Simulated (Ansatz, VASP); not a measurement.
# Cross-check of Te between VASP and Ansatz

Aim: how closely do two programs agree when they are given the same cell, functional and k mesh? The cell is taken from a series of VASP runs on this material, whose earlier steps may have relaxed, scaled or displaced it; both programs get it as it stands. Valence electrons are named where the data sets of a main pair hold unlike numbers.

Method: plane waves, with VASP 6.6.1 beside it; band structure at HSE06, in Ansatz 0.2.0.

## Step 1: The starting structure

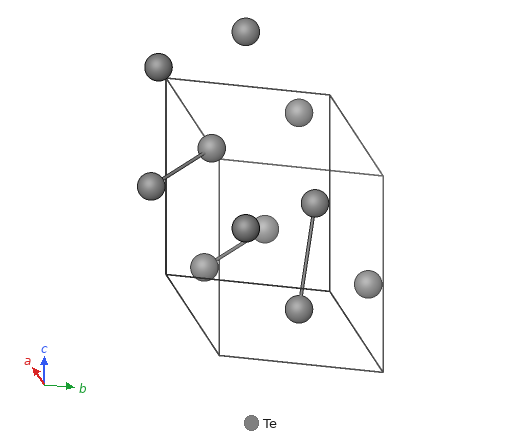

The cell as given, from a free direction (tellurium grey). 2×1×1 cells are drawn. Bonds to atoms that aren't drawn are left out. Some periodic images of atoms are drawn too.

## Step 2: Ansatz: band structure, HSE06

Ansatz runs on its default PAW (the set named soft_2) files.

Levels along a path test the potential and the projectors away from the mesh points.

input.yaml reads:

```yaml
crystal:
  lattice:
    - [4.3922221336, 0.0, 0.0]
    - [-2.1961110668, 3.8037759467, 0.0]
    - [0.0, 0.0, 6.0053047767]
  atoms:
    - { symbol: Te, position: [0.2788592501, 0.0, 0.3333333333] }
    - { symbol: Te, position: [0.0, 0.2788592501, 0.6666666667] }
    - { symbol: Te, position: [0.7211407499, 0.7211407499, 0.0] }
hamiltonian:
  xc: { exchange: pbe, correlation: pbe, exx: { coeff: 0.25, omega: 0.2 } }
  pseudopotentials: { kind: paw }
kpoints:
  mp_grid: { grid: [4, 4, 3] }
  band_path:
    path:
      - [0.0, 0.0, 0.0]
      - [0.4, 0.0, 0.0]
      - [0.4, 0.2, 0.0]
      - [0.2, 0.2, 0.0]
      - [0.0, 0.0, 0.1]
      - [0.0, 0.0, 0.5]
      - [0.4, 0.0, 0.5]
      - [0.4, 0.2, 0.5]
      - [0.33333, 0.33333, 0.5]
      - [0.2, 0.2, 0.5]
      - [0.5, 0.0, 0.4]
      - [0.33333, 0.33333, 0.0]
      - [0.33333, 0.33333, 0.5]
    npoints: 1
scf:
  occupations: { method: gaussian, width: 0.05 }
  n_extra_bands: 7
output:
  forces: true
  stress: true
  eigenvalues: true
  write_density: true
  write_potential: true
  elf: true
  volumetric_format: npy
```

Run with:

```bash
ansatz run input.yaml --threads 4 --pin off --max-ram 9216MiB --backend cpu --events-out ev --progress --plain --runs-dir out
```

Numbers of over 12 decimals in the logs are rounded to 6 here.

What it wrote:

```text
Warning: output.stress: scf.convergence.dr2_threshold = 1e-7 eV (the SCF's general default) is looser than the 3e-10 eV advised for a printed stress (1e-10 eV for each atom of the cell: 3). What an SCF threshold leaves in a stress goes as its square root, and in the free energy as the threshold itself, and one threshold admits the most on a small cell: [figures from the program's tests cut] Set scf.convergence.dr2_threshold to 3e-10 eV or tighter. The threshold is an SCF's pass mark: one that does not reach it within its budget of iterations ends unconverged, or closes short of it on a stop that the run arms, and scf.convergence.dr2_threshold's page says what that costs each kind of run
Warning: output.stress: scf.exx.energy_threshold = 1e-6 eV is looser than the 3e-8 eV advised for a stress under a hybrid functional (1e-8 eV for each atom of the cell: 3). Every SCF of the exchange loop can meet its threshold on dr2 while the loop round them stops early: no threshold on dr2 bounds what that leaves in the stress. Set scf.exx.energy_threshold to 3e-8 eV or tighter. The threshold is the loop's pass mark: a loop that does not reach it within its budget of cycles ends unconverged, and scf.exx.energy_threshold's page has the law
scf.n_extra_bands = 7 over 24 filled bands (N_el = 48.0): the run solves 31 bands
Engine: ansatz 0.2.0, aarch64-unknown-linux-gnu
Pseudopotentials: kind: paw
Pseudopotential: Te, paw, valence charge 16, recommended cutoff 420 eV (normal), Te.paw.azcp
Functional definition: unnamed
  parameter a_1 = 0.25
  parameter omega_1 = 0.2/angstrom
  exchange = pbe_x + (-a_1)*pbe_x_sr(omega_1) + a_1*exact_x_sr(omega_1)
  correlation = pbe_c
Crystal: 3 atoms, lattice volume = 100.331 Å³
Basis set: ecut = 420 eV, 1947 PW (Γ), exchange–correlation on 60×60×90 points (8 copies of the dense FFT grid, shifted against one another)
Bands: 31, of which v1, the nominal top of the filled ones, is band 24 counted from 1 (23 counted from 0)
Symmetry: 6 space group operations
Space group: P3121 (ITA 152), of the structure as read, at distance tolerance 4.6e-5 Å
k-points: 9 of 48 (time reversal used)
Non-local potential: Te, projectors of the file, l = 0: 2, l = 1: 2, l = 2: 2, l = 3: 2
PAW form: soft (Blöchl's): semilocal exchange-correlation on the pseudo side does not see the compensation charge
PAW frozen core: Te, regenerated for the run's functional, and the local potential with it (the file was generated under x = pbe(κ = 0.804, μ = 0.219515), c = pbe(β = 0.066725))
PAW one-centre angular grid: Te, 590 points (default); XC on 64 Gauss nodes
Initial density: superposition of atomic densities (neutral atoms: chi_scale 0, normalization atom), corrected by the library's trained network
Initial wavefunctions: pseudopotential atomic-orbital guess
Functional: x = pbe(κ = 0.804, μ = 0.219515), c = pbe(β = 0.066725), warm-up for x = pbe(κ = 0.804, μ = 0.219515) + 0.25 (exact − pbe) at short range (hse, ω = 0.2 Å⁻¹), c = pbe(β = 0.066725)
SCF iter   1: F=—  HF=-20939.817884 eV  |F-HF|=—  |Δ(HF+E_count)|=         —  Δρ=1.82e-3  dr2=2.44e-3  ethr=1.77e-3  ⟨swp⟩=13.1  Hψ=1271  notcnv=1
preconditioner: auto → none  [insulator: Δε(μ)=0.719 eV  Ē_g=9.843 eV  σ=0.050 eV  W_gap=1.00  n_scr=22 (ndim 8)  ℏωp=15.7 eV  f_vac=0.021  D(μ)=0.00/eV (n_scr^D=0)]
SCF iter   2: F=—  HF=-20939.819034 eV  |F-HF|=—  |Δ(HF+E_count)|=   1.15e-3  Δρ=8.32e-4  dr2=4.06e-4  ethr=5.09e-6  ⟨swp⟩=4.6  Hψ=813  notcnv=0  defer=14
SCF iter   3: F=—  HF=-20939.819341 eV  |F-HF|=—  |Δ(HF+E_count)|=   3.06e-4  Δρ=2.88e-4  dr2=5.91e-5  ethr=8.45e-7  ⟨swp⟩=3.7  Hψ=593  notcnv=0  defer=6
iter 4 solved again at ethr=3.08e-9 eV; its pass at ethr=1.23e-7 eV (dr2=1.48e-6 eV) is discarded
SCF iter   4: F=-20939.819383 eV  HF=-20939.819382 eV  |F-HF|=1.22e-6  |Δ(HF+E_count)|=   4.16e-5  Δρ=4.30e-5  dr2=1.16e-6  ethr=3.08e-9  ⟨swp⟩=3.2  Hψ=1253  notcnv=0  defer=2
eigensolver tolerance schedule: the retry pair's looser diagonalisation over-reported the residual by 0.27 of it (diagonalisation noise at 0.28 of the residual, at the tolerance the schedule requests for it); recorded, not acted on — ethr = c·dr2/N_el stays at c = 1.0e-1
SCF 1 stopped early in 4 iterations: F = -20939.819383 eV  dr2 = 1.16e-6
  greatest PAW one-centre occupation: 0.998 electrons in one spin orbital (limit 2), on the Te atom at site 1 (counted from 0), in its partial waves of l = 2
Initial density: handed on by an earlier stage of this run
Initial wavefunctions: those handed on with the density
Functional: x = pbe(κ = 0.804, μ = 0.219515) + 0.25 (exact − pbe) at short range (hse, ω = 0.2 Å⁻¹), c = pbe(β = 0.066725)
Exchange kernel: α = 0.2500, screened, ω = 0.2000 Å⁻¹, Wigner–Seitz truncation, v(0) = 1120.8592 eV·Å³, q-mesh 4×4×3, nearest image of the exchange supercell L = 17.57 Å, pair-density grid 20×20×27, without the augmentation charges, whose exchange is taken in its separable form by FFT convolution over the k-point mesh (sized by the pseudopotential files, 27×27×45 at the most), smooth part of the exact exchange by density-matrix convolution
Frozen-core exchange: fock
SCF iter   1: F=—  HF=-20952.840020 eV  |F-HF|=—  |Δ(HF+E_count)|=         —  Δρ=3.98e-3  dr2=1.12e-2  ethr=2.42e-8  ⟨swp⟩=12.2  Hψ=1704  notcnv=0
preconditioner: auto → none  [insulator: Δε(μ)=1.107 eV  Ē_g=10.999 eV  σ=0.050 eV  W_gap=1.00  n_scr=22 (ndim 8)  ℏωp=15.7 eV  f_vac=0.020  D(μ)=0.00/eV (n_scr^D=0)]
SCF iter   2: F=—  HF=-20952.836548 eV  |F-HF|=—  |Δ(HF+E_count)|=   3.47e-3  Δρ=1.70e-3  dr2=3.44e-3  ethr=2.42e-8  ⟨swp⟩=5.0  Hψ=1251  notcnv=0
SCF iter   3: F=—  HF=-20952.847159 eV  |F-HF|=—  |Δ(HF+E_count)|=   1.06e-2  Δρ=9.86e-4  dr2=8.70e-4  ethr=2.42e-8  ⟨swp⟩=5.0  Hψ=1129  notcnv=0
SCF iter   4: F=—  HF=-20952.846923 eV  |F-HF|=—  |Δ(HF+E_count)|=   2.35e-4  Δρ=1.03e-4  dr2=7.81e-5  ethr=2.42e-8  ⟨swp⟩=4.7  Hψ=949  notcnv=0
SCF iter   5: F=—  HF=-20952.847282 eV  |F-HF|=—  |Δ(HF+E_count)|=   3.58e-4  Δρ=1.49e-4  dr2=2.16e-5  ethr=1.41e-8  ⟨swp⟩=4.1  Hψ=819  notcnv=0
SCF iter   6: F=-20952.847277 eV  HF=-20952.847277 eV  |F-HF|=4.59e-8  |Δ(HF+E_count)|=   4.91e-6  Δρ=8.21e-6  dr2=3.55e-6  ethr=1.41e-8  ⟨swp⟩=3.0  Hψ=650  notcnv=0
SCF 2 stopped early in 6 iterations: F = -20952.847277 eV  dr2 = 3.55e-6
  Residual-converged pass: ⟨swp⟩=4.0  Hψ=768  notcnv=0  max |occ|·‖R‖ = 6.2e-6 eV (tolerance 6.7e-6 eV)  dr2=3.54e-6  dr2_onsite=5.49e-9  max |Δocc| = 1.8e-64
hybrid outer 1: dexx = +1.356e-2 eV, tail = 1.67e-4 eV
Exchange kernel: α = 0.2500, screened, ω = 0.2000 Å⁻¹, Wigner–Seitz truncation, v(0) = 1120.8592 eV·Å³, q-mesh 4×4×3, nearest image of the exchange supercell L = 17.57 Å, pair-density grid 20×20×27, without the augmentation charges, whose exchange is taken in its separable form by FFT convolution over the k-point mesh (sized by the pseudopotential files, 27×27×45 at the most), smooth part of the exact exchange by density-matrix convolution
Frozen-core exchange: fock
SCF iter   1: F=—  HF=-20952.847330 eV  |F-HF|=—  |Δ(HF+E_count)|=         —  Δρ=4.36e-5  dr2=1.97e-6  ethr=1.74e-6  ⟨swp⟩=4.1  Hψ=591  notcnv=0
preconditioner: auto → none  [insulator: Δε(μ)=1.160 eV  Ē_g=11.019 eV  σ=0.050 eV  W_gap=1.00  n_scr=22 (ndim 8)  ℏωp=15.7 eV  f_vac=0.020  D(μ)=0.00/eV (n_scr^D=0)]
SCF iter   2: F=—  HF=-20952.847332 eV  |F-HF|=—  |Δ(HF+E_count)|=   1.95e-6  Δρ=1.92e-5  dr2=2.72e-7  ethr=3.44e-9  ⟨swp⟩=4.2  Hψ=856  notcnv=0  defer=1
SCF iter   3: F=—  HF=-20952.847332 eV  |F-HF|=—  |Δ(HF+E_count)|=   3.58e-8  Δρ=8.36e-6  dr2=3.15e-8  ethr=5.39e-10  ⟨swp⟩=3.8  Hψ=563  notcnv=0  defer=10
SCF iter   4: F=—  HF=-20952.847332 eV  |F-HF|=—  |Δ(HF+E_count)|=   2.44e-9  Δρ=4.09e-6  dr2=5.41e-9  ethr=5.58e-11  ⟨swp⟩=4.2  Hψ=606  notcnv=0  defer=6
SCF iter   5: F=-20952.847332 eV  HF=-20952.847332 eV  |F-HF|=5.17e-10  |Δ(HF+E_count)|=   2.56e-9  Δρ=7.41e-7  dr2=6.29e-10  ethr=1.07e-11  ⟨swp⟩=3.3  Hψ=705  notcnv=0  defer=3
SCF 3 converged in 5 iterations: F = -20952.847332 eV  dr2 = 6.29e-10
  Residual-converged pass: ⟨swp⟩=3.8  Hψ=641  notcnv=0  max |occ|·‖R‖ = 5.1e-7 eV (tolerance 5.4e-7 eV)  dr2=6.33e-10  dr2_onsite=2.87e-10  max |Δocc| = 1.2e-67
hybrid outer 2: dexx = +2.076e-6 eV, tail = 2.95e-8 eV, Δε = 2.42e-3 eV (about 7.46e-5 eV left of the loop's levels), ΔF = 1.29e-3 eV/Å (tail 5.17e-4)
NSCF: frozen V_eff on 13 k-points
hybrid SCF converged: 2 outer / 11 inner (+4 warm-up), last move |dexx| = 2.08e-6 eV, tail = 2.95e-8 eV
Stability not checked: this state was not tested for a lower state beside it, because the functional holds exact exchange (a hybrid, or Hartree-Fock), whose exchange loop this test does not read (fock_operator; see scf.lower_state_search)
Free energy (F): -20952.847332 eV
Frozen-core exchange: fock
Harris-Foulkes:  -20952.847332 eV  (|F-HF|=5.17e-10)
Internal energy: -20952.847332 eV  (E = F + TS)
E sigma→0 (E₀):  -20952.847332 eV
Fermi energy:    8.965935 eV
--- Per-component energies (eV) ---
  E_band       = -891.146780
  E_kinetic    = 538.229175
  E_local      = -3739.839798  (includes V_loc(G=0)·N_el)
  E_nonlocal   = -935.842742
  E_hartree    = 2398.638847
  E_xc         = -299.548939
  E_vxc        = -250.384163  (∫ρ·V_xc dr)
  E_exx        = -135.608639  (= α·E_x^exact, valence–valence)
  E_paw        = -13936.099190  (= ΣΔE_a)
  E_vpaw       = -1029.370989  (= ΣTr[D̂ρ^β])
  E_aug_tail   = -0.000472  (compensation charges beyond the density's cutoff)
  E_ewald      = -4842.234382
  E_core_change = -0.541192  (= ΣΔE_core)
  E_smearing   = -0.000000  (= −TS)
  E_closure    = 0.000000  (closes the sum)
  Σ components = -20952.847332   (vs F -20952.847332, Δ=0.00e0)
--- Forces (eV/Å), atoms counted from 1 ---
  atom   1  Te    -0.48699343    -0.00000000     0.00000000
  atom   2  Te     0.24349672    -0.42174869    -0.00000000
  atom   3  Te     0.24349672     0.42174869     0.00000000
  max |Σ_I F_I| component: 1.11e-16 eV/Å
--- Stress (GPa, compression-positive) ---
       -0.288708       0.000000      -0.000000
        0.000000      -0.288708       0.000000
        0.000000       0.000000      -2.003907
  P = ⅓ Tr σ = -0.8604 GPa (-8.604 kbar)
--- Band table (eV; the first three rows and the last of 9) ---
  k-point 0: bands = [... 20 lower, 5.8965, 6.8141, 6.8141, 7.5277, 10.1152, 10.1152, 10.8785, 14.2874, ... 3 higher]
  k-point 1: bands = [... 20 lower, 5.9498, 7.0999, 7.4790, 7.6401, 9.5445, 9.5786, 9.9838, 13.3343, ... 3 higher]
  k-point 2: bands = [... 20 lower, 4.9297, 7.0441, 7.7082, 7.8298, 9.8327, 10.1211, 10.9673, 12.8988, ... 3 higher]
  k-point 8: bands = [... 20 lower, 4.0871, 5.9806, 7.6197, 8.3836, 9.6656, 10.6041, 11.8592, 14.1302, ... 3 higher]
```

The job ended after 55 s (4 threads of Arm Neoverse V2, shared host; peak memory 0.97 GiB; 3.4 min of CPU time).

[end of part 1 of 2]

[Lines on the potential files, build, host, timing and source positions are cut from VASP's logs without a mark.]

[Logs are printed without paths, hosts, clocks, repeated set-up lines and the standing remarks that a program may print on its own settings, such as how far it seeks lower states.]

[Hosts, paths, dates, database ids (printed as entryN), source tags and the programs' standing remarks are cut or masked in the printed files.]
